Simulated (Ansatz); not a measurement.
# OsBr2 (1T sheet): how robust is the cRPA U?

Aim: hold the target of a cRPA run on OsBr2 (1T sheet) and move one thing at a time.

Calculated with Ansatz 0.2.0; constrained RPA on LDA, plane waves, PAW.

### Step 1. Starting point

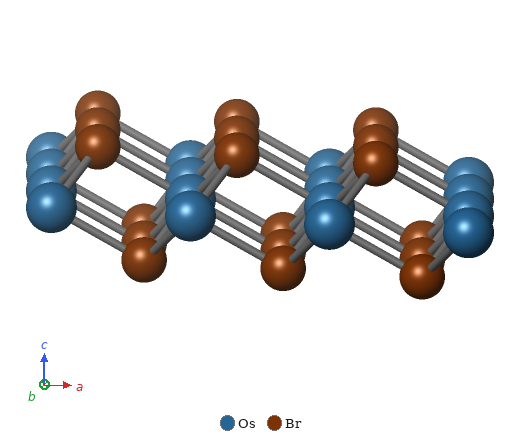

Start, viewed nearly edge on; osmium blue, bromine brown. 3×3×1 cells are drawn. Some periodic images of atoms are drawn too.

The cell holds 3 atoms: 1 Os and 2 Br. Its edges and angles: a = 3.752 Å, b = 3.752 Å, c = 30.253 Å, α = 90.0°, β = 90.0°, γ = 120.0°. Vacuum lies along c.

The structure was relaxed with LDA. The structure was generated from a model, not taken from a measurement. The runs that relaxed it are not among those shown. The program's search for lower electronic states was switched off, so nothing shows that the state found is the lowest. Spin-orbit coupling is left out unless a step names it. The default PAW set here is soft_2. Its files were made with PBE. The Coulomb interaction is cut off across the vacuum.

### Step 2. Base: Os eg, bands c1 to c2, 6×6×1 mesh, medium accuracy

Constrained RPA screens the interaction with every transition except those inside the target bands, which a later many-body model would treat itself.

File input.yaml:

```yaml
crystal:
  lattice:
    - [0.0, 2.65290628, 2.65290628]
    - [2.65290628, -2.65290628, 0.0]
    - [17.46662, 17.46662, -17.46662]
  atoms:
    - { symbol: Os, position: [0.0, 0.0, 0.3177617107] }
    - { symbol: Br, position: [0.3333333333, 0.6666666667, 0.3584294987] }
    - { symbol: Br, position: [0.6666666667, 0.3333333333, 0.2770939227] }
  periodic: [true, true, false]
kpoints:
  mp_grid: { grid: [6, 6, 1] }
hamiltonian:
  xc: lda
scf:
  occupations: { method: gaussian, width: 0.08 }
  n_extra_bands: 19
  max_iter: 150
  lower_state_search: "off"
output:
  crpa:
    kmesh: [6, 6, 1]
    target_bands: [c1, c2]
    projections: [{ species: Os, l: d, shell: 5, orbitals: [dz2, dx2-y2] }]
  local_orbitals:
    kmesh: [12, 12, 1]
    orbitals: [{ species: Os, l: d, shell: 5, orbitals: [dz2, dx2-y2] }]
    window: { bands: [c1, c2] }
    seedname: lo
```

On the command line:

```
$ ansatz run input.yaml --threads 4 --pin off --max-ram 14745MiB --backend cpu --events-out ev --progress --plain --runs-dir out
```

Numbers of over 12 decimals in the logs are rounded to 6 here.

The log of the run:

```text
scf.n_extra_bands = 19 over 15 filled bands (N_el = 30.0): the run solves 34 bands
Engine: ansatz 0.2.0, aarch64-unknown-linux-gnu
Pseudopotentials: kind: paw
Pseudopotential: Os, paw, valence charge 16, recommended cutoff 420 eV (normal), Os.paw.azcp
Pseudopotential: Br, paw, valence charge 7, recommended cutoff 420 eV (normal), Br.paw.azcp
Functional definition: SPW92
  exchange = slater_x
  correlation = pw_c
Crystal: 3 atoms, lattice volume = 368.786 Å³
Basis set: ecut = 420 eV, 7253 PW (Γ)
Bands: 34, of which v1, the nominal top of the filled ones, is band 15 counted from 1 (14 counted from 0)
Symmetry: 12 space group operations
Space group: P-3m1 (ITA 164), of the structure as read, at distance tolerance 7.2e-5 Å
k-points: 7 of 36
Non-local potential: Os, projectors of the file, l = 0: 3, l = 1: 2, l = 2: 2, l = 3: 1
Non-local potential: Br, projectors of the file, l = 0: 2, l = 1: 2, l = 2: 2
PAW form: soft (Blöchl's): semilocal exchange-correlation on the pseudo side does not see the compensation charge
PAW frozen core: Os, regenerated for the run's functional, and the local potential with it (the file was generated under x = pbe(κ = 0.804, μ = 0.219515), c = pbe(β = 0.066725))
PAW frozen core: Br, regenerated for the run's functional, and the local potential with it (the file was generated under x = pbe(κ = 0.804, μ = 0.219515), c = pbe(β = 0.066725))
PAW one-centre angular grid: Os, 590 points (default); XC on 64 Gauss nodes
PAW one-centre angular grid: Br, 110 points (default); XC on 64 Gauss nodes
Initial density: superposition of atomic densities (neutral atoms: chi_scale 0, normalization atom), corrected by the library's trained network
Initial wavefunctions: pseudopotential atomic-orbital guess
Functional: x = slater, c = lda
SCF iter   1: F=—  HF=-16505.047442 eV  |F-HF|=—  |Δ(HF+E_count)|=         —  Δρ=4.45e-3  dr2=4.32e-2  ethr=1.77e-3  ⟨swp⟩=13.0  Hψ=2119  notcnv=0  defer=47
preconditioner: auto → none  [insulator: Δε(μ)=1.289 eV  Ē_g=13.614 eV  σ=0.080 eV  W_gap=1.00  n_scr=16 (ndim 8)  ℏωp=9.1 eV  f_vac=0.787  D(μ)=0.00/eV (n_scr^D=0)  ε∞_Penn≈1.4]
SCF iter   2: F=—  HF=-16505.040101 eV  |F-HF|=—  |Δ(HF+E_count)|=   7.34e-3  Δρ=2.25e-3  dr2=1.79e-2  ethr=1.44e-4  ⟨swp⟩=3.7  Hψ=494  notcnv=0  defer=66
SCF iter   3: F=—  HF=-16505.038650 eV  |F-HF|=—  |Δ(HF+E_count)|=   1.45e-3  Δρ=1.39e-3  dr2=8.42e-3  ethr=5.97e-5  ⟨swp⟩=2.3  Hψ=250  notcnv=0  defer=66
SCF iter   4: F=—  HF=-16505.037277 eV  |F-HF|=—  |Δ(HF+E_count)|=   1.37e-3  Δρ=6.02e-4  dr2=6.49e-4  ethr=2.81e-5  ⟨swp⟩=2.9  Hψ=225  notcnv=0  defer=66
SCF iter   5: F=—  HF=-16505.037354 eV  |F-HF|=—  |Δ(HF+E_count)|=   7.68e-5  Δρ=1.33e-4  dr2=2.63e-5  ethr=2.16e-6  ⟨swp⟩=3.3  Hψ=309  notcnv=0  defer=66
SCF iter   6: F=—  HF=-16505.037375 eV  |F-HF|=—  |Δ(HF+E_count)|=   2.08e-5  Δρ=2.39e-5  dr2=1.54e-6  ethr=8.78e-8  ⟨swp⟩=2.7  Hψ=343  notcnv=0  defer=76
SCF iter   7: F=-16505.037377 eV  HF=-16505.037377 eV  |F-HF|=1.15e-7  |Δ(HF+E_count)|=   2.56e-6  Δρ=3.27e-6  dr2=1.89e-8  ethr=3.33e-10  ⟨swp⟩=18.9  Hψ=2335  notcnv=0
SCF 1 converged in 7 iterations: F = -16505.037377 eV  dr2 = 1.89e-8
[...]
NSCF: frozen V_eff on 22 k-points
NSCF: frozen V_eff on 7 k-points
[...]
cRPA screening: q 1/36
cRPA screening: q 2/36
cRPA screening: q 8/36 (q-point 3)
cRPA screening: q 14/36 (q-point 4)
cRPA screening: q 17/36 (q-point 8)
cRPA screening: q 23/36 (q-point 9)
cRPA screening: q 35/36 (q-point 15)
SCF converged after 7 iterations
Free energy (F): -16505.037377 eV
Harris-Foulkes:  -16505.037377 eV  (|F-HF|=1.15e-7)
Internal energy: -16505.037377 eV  (E = F + TS)
E sigma→0 (E₀):  -16505.037377 eV
Fermi energy:    -3.842007 eV
--- Per-component energies (eV) ---
  E_band       = -711.740293
  E_kinetic    = 838.968234
  E_local      = -44805.900161  (includes V_loc(G=0)·N_el)
  E_nonlocal   = 148.300383
  E_hartree    = 21921.452947
  E_xc         = -787.969412
  E_vxc        = -494.371925  (∫ρ·V_xc dr)
  E_paw        = -13070.388627  (= ΣΔE_a)
  E_vpaw       = -241.639653  (= ΣTr[D̂ρ^β])
  E_aug_tail   = -0.000071  (compensation charges beyond the density's cutoff)
  E_ewald      = 19249.723573
  E_core_change = 0.775757  (= ΣΔE_core)
  E_smearing   = -0.000000  (= −TS)
  E_closure    = -0.000000  (closes the sum)
  Σ components = -16505.037377   (vs F -16505.037377, Δ=0.00e0)
--- Band table (eV; the first three rows and the last of 7) ---
  k-point 0: bands = [... 11 lower, -7.7855, -6.0594, -6.0594, -4.9227, -2.0820, -2.0820, -1.6597 (-1.6597°), -0.6066 (-0.6066°), ... 15 higher]
  k-point 1: bands = [... 11 lower, -7.6930, -5.8681, -5.4394, -4.5296, -3.1544, -2.4002, -0.8289 (-0.8289°), -0.0949 (-0.0966°), ... 15 higher]
  k-point 2: bands = [... 11 lower, -8.0456, -5.9021, -5.0804, -4.7106, -3.0098, -2.4126, -0.5142, 0.6561 (0.6560°), ... 15 higher]
  k-point 6: bands = [... 11 lower, -9.1586, -5.6570, -4.8020, -4.8020, -2.8233, -2.8233, 0.8893, 2.4037, ... 15 higher]
  ° read free of the cell's end (the report's vacuum.weakly_bound_levels)
  °? not known for the slab's own: over its row's bound_up_to_ev there, or no deeper under its free states than its continued_xc_part_ev in size
--- cRPA (band scheme, projected local orbitals): target bands 16..17 (1-based), 2 Wannier function(s), 6×6×1 mesh, 34 bands' worth read of 39 solved, ecut_chi 136.0 eV, v(q+G=0) probe_charge, pair densities all_electron ---
  bands read: the sum over 34 bands ends inside a degenerate multiplet in 2 slots, whose members it reads at an even weight; the widest, k=14: bands 34 to 35 (counted from 1) at 1/2 each
  χ-basis size per q: N_G = 1310..1353
  window electrons = 0.0000, filled by tetrahedron_uncorrected; constrained ε̄⁻¹(q = 0, 0) head = 0.566972; min gauge Gram eig = 0.4638
  Kanamori averages over each shell's own Wannier functions (sites counted from 0, functions from 1):
    Site 0, 5D, 2 of 5 d orbitals (Wannier functions 1, 2; wannier90's mr 1, 4):
      screened: U = 2.1223 eV, U' = 1.6764 eV, J = 0.2229 eV
      screened, to within: U = 4.3e-3 eV, U' = 4.3e-3 eV, J = 4.5e-4 eV
      bare: V = 8.4355 eV, V' = 7.6851 eV, J = 0.3752 eV
  Hermiticity witness max|P − P†| over intra, direct and exchange elements: 1.78e-15 eV (screened), 2.62e-17 eV (bare)
  Reality witness max|Im| over intra, direct and exchange elements: 1.23e-16 eV (screened), 4.11e-17 eV (bare)
```

Wall time 1.7 min (4 threads of Arm Neoverse V1, shared host); peak memory 1.9 GiB; 6.6 min of CPU time.

Numbers from this step:

* U: 2.122 eV
* U prime (inter-orbital): 1.676 eV
* J: 0.2229 eV
* bare V: 8.436 eV
* bare J: 0.3752 eV
* stated bound on U: 0.004221 eV
* U over bare V: 0.2516
* electrons in the window: 0
* head of the constrained inverse dielectric matrix: 0.5670
* least eigenvalue of the projection's overlap: 0.4638
* target functions: 2
* bands in the sums: 34
* r.m.s. miss of the model bands: 0.002339 eV
* width of the target bands: 1.253 eV
* weight of the projected orbitals in the window: 0.5728

On the Os eg shell, screening brings the on-site interaction from 8.4 eV down to U = 2.12 eV.

### Step 3. Changed: 3×3×1 mesh

input.yaml, as its differences from that of step 2:

```diff
@@ -21,9 +21,4 @@
   crpa:
-    kmesh: [6, 6, 1]
+    kmesh: [3, 3, 1]
     target_bands: [c1, c2]
     projections: [{ species: Os, l: d, shell: 5, orbitals: [dz2, dx2-y2] }]
-  local_orbitals:
-    kmesh: [12, 12, 1]
-    orbitals: [{ species: Os, l: d, shell: 5, orbitals: [dz2, dx2-y2] }]
-    window: { bands: [c1, c2] }
-    seedname: lo
```

The log of the run:

```text
[...]
Crystal: 3 atoms, lattice volume = 368.786 Å³
Basis set: ecut = 420 eV, 7253 PW (Γ)
Bands: 34, of which v1, the nominal top of the filled ones, is band 15 counted from 1 (14 counted from 0)
Symmetry: 12 space group operations
[...]
k-points: 7 of 36
[...]
SCF iter   1: F=—  HF=-16505.047442 eV  |F-HF|=—  |Δ(HF+E_count)|=         —  Δρ=4.45e-3  dr2=4.32e-2  ethr=1.77e-3  ⟨swp⟩=13.0  Hψ=2119  notcnv=0  defer=47
[...]
SCF iter   7: F=-16505.037377 eV  HF=-16505.037377 eV  |F-HF|=1.15e-7  |Δ(HF+E_count)|=   2.56e-6  Δρ=3.27e-6  dr2=1.89e-8  ethr=3.33e-10  ⟨swp⟩=18.9  Hψ=2335  notcnv=0
SCF 1 converged in 7 iterations: F = -16505.037377 eV  dr2 = 1.89e-8
[...]
NSCF: frozen V_eff on 3 k-points
[...]
cRPA screening: q 1/9
cRPA screening: q 2/9
cRPA screening: q 8/9 (q-point 5)
SCF converged after 7 iterations
Free energy (F): -16505.037377 eV
[...]
Internal energy: -16505.037377 eV  (E = F + TS)
E sigma→0 (E₀):  -16505.037377 eV
Fermi energy:    -3.842007 eV
[...]
--- Band table (eV; the first three rows and the last of 7) ---
  k-point 0: bands = [... 11 lower, -7.7855, -6.0594, -6.0594, -4.9227, -2.0820, -2.0820, -1.6597 (-1.6597°), -0.6066 (-0.6066°), ... 15 higher]
  k-point 1: bands = [... 11 lower, -7.6930, -5.8681, -5.4394, -4.5296, -3.1544, -2.4002, -0.8289 (-0.8289°), -0.0949 (-0.0966°), ... 15 higher]
  k-point 2: bands = [... 11 lower, -8.0456, -5.9021, -5.0804, -4.7106, -3.0098, -2.4126, -0.5142, 0.6561 (0.6560°), ... 15 higher]
  k-point 6: bands = [... 11 lower, -9.1586, -5.6570, -4.8020, -4.8020, -2.8233, -2.8233, 0.8893, 2.4037, ... 15 higher]
  ° read free of the cell's end (the report's vacuum.weakly_bound_levels)
[...]
χ-basis size per q: N_G = 1326..1353
[...]
Site 0, 5D, 2 of 5 d orbitals (Wannier functions 1, 2; wannier90's mr 1, 4):
      screened: U = 2.2306 eV, U' = 1.7658 eV, J = 0.2324 eV
      screened, to within: U = 5.0e-3 eV, U' = 5.0e-3 eV, J = 5.2e-4 eV
      bare: V = 8.8167 eV, V' = 8.0400 eV, J = 0.3883 eV
[...]
```

The job ended after 30 s (4 threads; peak memory 1.7 GiB; 1.8 min of CPU time).

Numbers from this step:

```yaml
u: 2.231 eV
u_prime_inter_orbital: 1.766 eV
j: 0.2324 eV
bare_v: 8.817 eV
bare_j: 0.3883 eV
stated_bound_on_u: 0.004902 eV
u_over_bare_v: 0.2530
electrons_in_the_window: 0
head_of_the_constrained_inverse_dielectric_matrix: 0.5554
least_eigenvalue_of_the_projection_s_overlap: 0.4638
target_functions: 2
bands_in_the_sums: 34
width_of_the_target_bands: 1.253 eV
weight_of_the_projected_orbitals_in_the_window: 0.5728
```

On the Os eg shell, screening brings the on-site interaction from 8.8 eV down to U = 2.23 eV.

### Step 4. Changed: smooth pair densities

input.yaml, as its differences from that of step 3:

```diff
@@ -21,4 +21,5 @@
   crpa:
-    kmesh: [3, 3, 1]
+    kmesh: [6, 6, 1]
     target_bands: [c1, c2]
     projections: [{ species: Os, l: d, shell: 5, orbitals: [dz2, dx2-y2] }]
+    pair_densities: pseudo
```

The log of the run:

```text
[...]
Crystal: 3 atoms, lattice volume = 368.786 Å³
Basis set: ecut = 420 eV, 7253 PW (Γ)
Bands: 34, of which v1, the nominal top of the filled ones, is band 15 counted from 1 (14 counted from 0)
Symmetry: 12 space group operations
[...]
k-points: 7 of 36
[...]
° read free of the cell's end (the report's vacuum.weakly_bound_levels)
[...]
χ-basis size per q: N_G = 1310..1353
[...]
Site 0, 5D, 2 of 5 d orbitals (Wannier functions 1, 2; wannier90's mr 1, 4):
      screened: U = 2.1333 eV, U' = 1.6733 eV, J = 0.2300 eV
      screened, to within: U = 3.1e-3 eV, U' = 3.1e-3 eV, J = 2.9e-4 eV
      screened, sum over states alone: U = 2.3146 eV, U' = 1.7496 eV, J = 0.2825 eV
      bare: V = 8.4355 eV, V' = 7.6851 eV, J = 0.3752 eV
[...]
[key lines of the parts left out:]
SCF converged after 7 iterations
Free energy (F): -16505.037377 eV
Fermi energy:    -3.842007 eV
```

The job ended after 88 s (4 threads; peak memory 1.8 GiB).

Numbers from this step:

```yaml
u: 2.133 eV
u_prime_inter_orbital: 1.673 eV
j: 0.2300 eV
bare_v: 8.436 eV
bare_j: 0.3752 eV
stated_bound_on_u: 0.003012 eV
u_over_bare_v: 0.2529
electrons_in_the_window: 0
head_of_the_constrained_inverse_dielectric_matrix: 0.5672
least_eigenvalue_of_the_projection_s_overlap: 0.4638
target_functions: 2
bands_in_the_sums: 34
width_of_the_target_bands: 1.253 eV
weight_of_the_projected_orbitals_in_the_window: 0.5728
```

On the Os eg shell, screening brings the on-site interaction from 8.4 eV down to U = 2.13 eV.

### Step 5. Changed: sums over states

input.yaml, as its differences from that of step 4:

```diff
@@ -24,2 +24,4 @@
     projections: [{ species: Os, l: d, shell: 5, orbitals: [dz2, dx2-y2] }]
-    pair_densities: pseudo
+    accuracy: sum_over_states
+    n_empty_bands: 30
+    ecut_chi: 250
```

The log of the run:

```text
[...]
Crystal: 3 atoms, lattice volume = 368.786 Å³
Basis set: ecut = 420 eV, 7253 PW (Γ)
Bands: 34, of which v1, the nominal top of the filled ones, is band 15 counted from 1 (14 counted from 0)
Symmetry: 12 space group operations
[...]
k-points: 7 of 36
[...]
χ-basis size per q: N_G = 3279..3363
[...]
U and J over all bands: no bound (output.crpa.accuracy: sum_over_states); those below are of the sums over the bands read on the sphere of ecut_chi, with what the atoms add
[...]
Site 0, 5D, 2 of 5 d orbitals (Wannier functions 1, 2; wannier90's mr 1, 4):
      screened: U = 2.2393 eV, U' = 1.7193 eV, J = 0.2600 eV
      bare: V = 8.4355 eV, V' = 7.6851 eV, J = 0.3752 eV
[...]
[key lines of the parts left out:]
SCF converged after 7 iterations
Free energy (F): -16505.037377 eV
Fermi energy:    -3.842007 eV
```

It took 35 s on 4 threads; peak memory 1.4 GiB.

This variant gives U = 2.24 eV against 2.12 eV. It is a finite sum over empty states with no bound on its error and stays out of the table below.

(Continued in part 2 of 2.)

[Paths, hosts, dates, memory and timing lines, banners, echoed tables and standing remarks are left out of the program output.]

[Logs are printed without paths, hosts, clocks, repeated set-up lines and the standing remarks that a program may print on its own settings, such as how far it seeks lower states.]

[Runs of the session that timed out or met a known fault of the program may be left out.]

[Hosts, paths, dates, database ids (printed as entryN), source tags and the programs' standing remarks are cut or masked in the printed files.]
